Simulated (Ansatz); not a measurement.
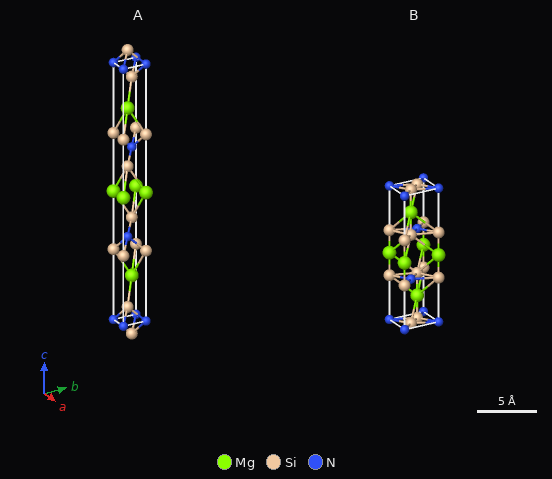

Two geometries of crystalline MgSi2N (a generated structure, set up in R-3m) (coarse preliminary run), drawn at one scale. One is the start of a relaxation, the other its converged end. A ball-and-stick model of the conventional cell (3 times the calculation's cell), seen slightly off an axis. Lengths and directions refer to the drawn axes.

The calculation used DFT PBE, scalar-relativistic, plane waves, PAW in Ansatz. (plane-wave cutoff 420 eV; k-point mesh 6 × 6 × 6; occupations gaussian; smearing width 0.1 eV; no spin polarisation; cell and atoms relaxed; force threshold 0.04 eV/Å; at most 70 steps)

**Which one is relaxed?**

Structure A is the relaxed one. After 30 accepted moves (35 points after the start) the energy has fallen by 1762 meV per atom. Largest force component: 9.2 eV/Å at the start, 0.038 eV/Å at the end. The pressure goes from 23.53 to −0.04 GPa. The line search rejected the trial steps at points 7, 27 of the run. At 3 points the geometry stayed and the basis and grid were re-selected for the new cell (energy shift of 71.4 meV per atom at most each time). The largest moves relative to the cell, 1.28 Å, are those of Si atoms. N and Mg stay in place. Cell: a = b 4.271 → 2.828 Å (−33.8 %), c 11.608 → 22.327 Å (+92.3 %). Volume −15.7 %. Near-neighbour distances that change, for instance: Mg–Si 1.961 → 5.052 Å, Si–Si 4.271 → 2.828 Å, Si–Si 2.466 → 3.123 Å, N–Si 2.466 → 2.106 Å. Bonds break: Mg–Si (1.96 → 5.05 Å). Bond angles that change, for instance: Si–Mg–Si 86.4° → 58.5°, Si–Mg–Si 93.6° → 121.5°, Mg–Si–Mg 86.4° → 58.5°. The space group stays R-3m (No. 166).
